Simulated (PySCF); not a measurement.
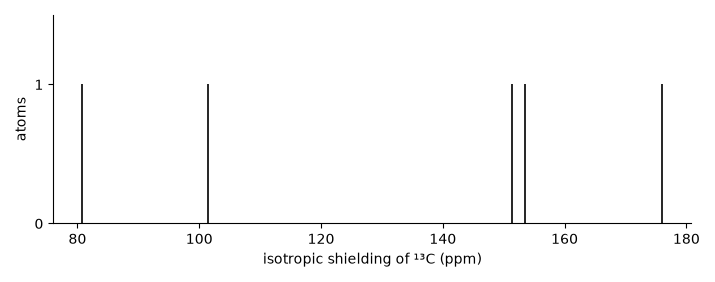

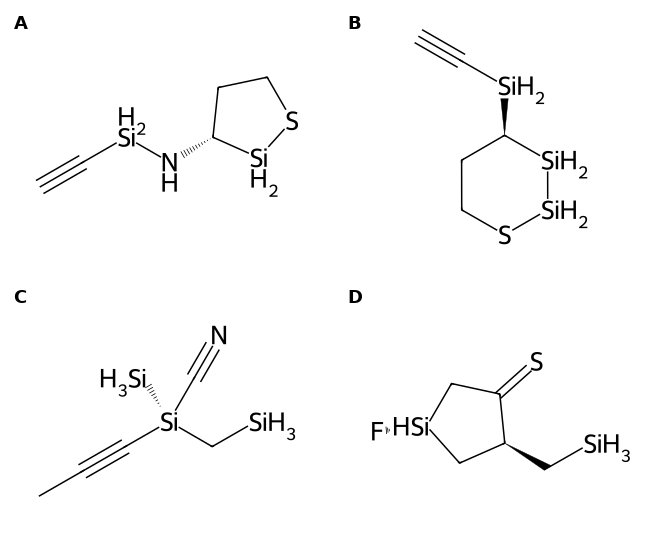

The sticks are computed shieldings of one of the molecules, for one fixed geometry (GFN2-xTB) without averaging over rotations. Low shielding means a high chemical shift. Method: GIAO PBE0/pcSseg-1 NMR shielding, non-relativistic, gas phase (PySCF 2.14.0).

> Which molecule gives this pattern?

B, `C#C[SiH2][C@@H]1CCS[SiH2][SiH2]1`. Its 5 C atoms give lines at 80.8, 101.4, 151.4, 153.4, 176.1 ppm.

The geometry is semi-empirical. Around Si such bond lengths and angles can be off by a tenth of an ångström or more and by several degrees, and values that hang on the shape move with them.
